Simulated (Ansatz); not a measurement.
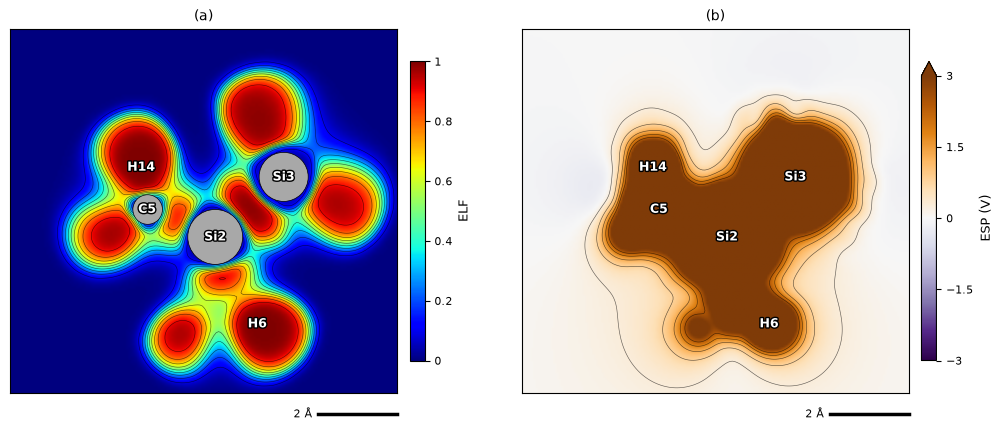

C3H10Si2. (a) ELF; (b) electrostatic potential on the plane of atoms Si3, Si2 and C5. Grey discs cover the atomic cores in the ELF map.

Geometry: PBE0-D4/def2-TZVP.

Computed with RKS PBE0-D4/def2-TZVPP (Ansatz).

Input

```
crystal:
  periodic: [false, false, false]
  atoms:
    - {symbol: C, position_ang: [-2.024099, 0.028917, 0.328195]}
    - {symbol: Si, position_ang: [-0.177231, -0.022928, 0.046293]}
    - {symbol: Si, position_ang: [1.061828, -1.713915, 1.037202]}
    - {symbol: C, position_ang: [0.710891, 1.573037, -0.290770]}
    - {symbol: C, position_ang: [0.496153, 0.689458, -1.531272]}
    - {symbol: H, position_ang: [-2.258923, 0.131451, 1.389944]}
    - {symbol: H, position_ang: [-2.452867, 0.883033, -0.201050]}
    - {symbol: H, position_ang: [-2.505964, -0.879179, -0.040756]}
    - {symbol: H, position_ang: [0.956285, -1.680900, 2.522368]}
    - {symbol: H, position_ang: [0.622764, -3.062314, 0.582230]}
    - {symbol: H, position_ang: [2.489118, -1.526854, 0.658699]}
    - {symbol: H, position_ang: [1.736385, 1.703718, 0.038470]}
    - {symbol: H, position_ang: [0.142804, 2.498043, -0.257063]}
    - {symbol: H, position_ang: [1.386648, 0.264343, -1.982236]}
    - {symbol: H, position_ang: [-0.205793, 1.063391, -2.270854]}
basis:
  gaussian: {orbitals: def2-TZVPP}
hamiltonian: {xc: pbe0, dispersion: d4}
output: {orbitals: {seedname: orbitals}}
```

Launched as:

```sh
ansatz run in.yaml --threads 4 --pin off --events-out ev --progress --plain --max-ram 10444MiB
```

> What does the map show?

- The section cuts through Si, C and H sites.
- C–Si (1.86 Å): the ELF peaks at about 0.85 between the atoms: localised, covalent bonding.
- Si–Si (2.32 Å): the ELF peaks at about 1 between the atoms (localised, covalent bonding).
- C–H (1.08 Å): the ELF climbs to about 1 towards the hydrogen, as it does in any bond to H: a covalent bond by its length.
- The potential has no marked negative region in this plane.
